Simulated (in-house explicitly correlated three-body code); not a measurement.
Two electrons around a point charge Z = 12, with all interactions Yukawa-screened by 0.9 bohr⁻¹. Computed variationally in 260 exponentially correlated functions with an in-house code, non-relativistic, converged to about 10⁻⁸ of the energy. Wanted, and plotted below: the bound S and P states that converged, by term and principal number n, on a logarithmic scale of binding.

The ground state is bound by 1505 eV. The n = 2 states drawn run, from the deepest, 2 ³S (214.8 eV), 2 ¹S (203.6 eV), 2 ³P (196.2 eV), 2 ¹P (188.5 eV). Exchange puts 2 ³S below 2 ¹S by 11.2 eV and 2 ³P below 2 ¹P by 7.74 eV.

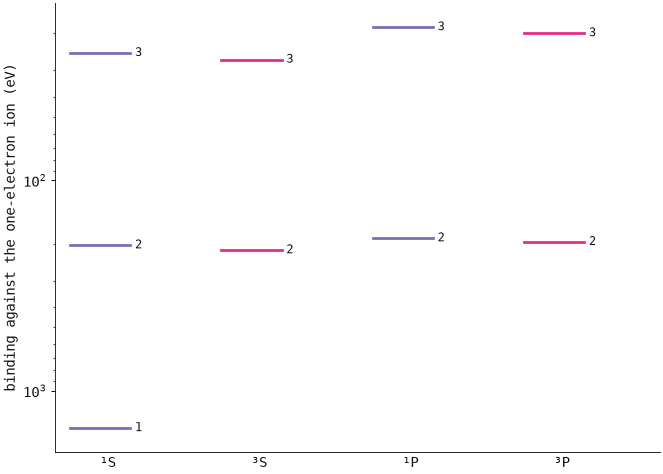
